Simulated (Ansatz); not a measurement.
Base system: SiC in the wurtzite structure (space group P6_3mc, No. 186; a = 3.092 Å, c = 5.074 Å). Axes: x lies along a and z along c of the hexagonal cell.

One thing is altered: compressive biaxial strain of 0.98 % in the plane normal to [001], as in epitaxy on a mismatched substrate; the out-of-plane cell vector and the atoms relax.

Computed with Kohn–Sham DFT with the PBE functional, run in Ansatz (a quantum-chemistry and plane-wave program) with PAW and 420 eV plane waves, no spin-orbit coupling, earlier PAW set.

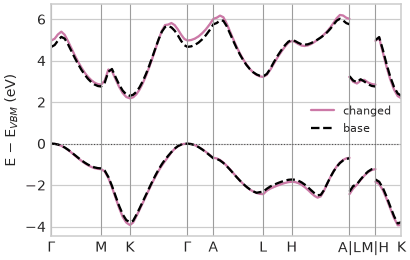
*Highest valence and lowest conduction band along the path, each from its own valence-band maximum*

Read the changed gap and its character from the plot.

About 2.2 eV, indirect, Γ → K.

Stability against distortions was not tested.
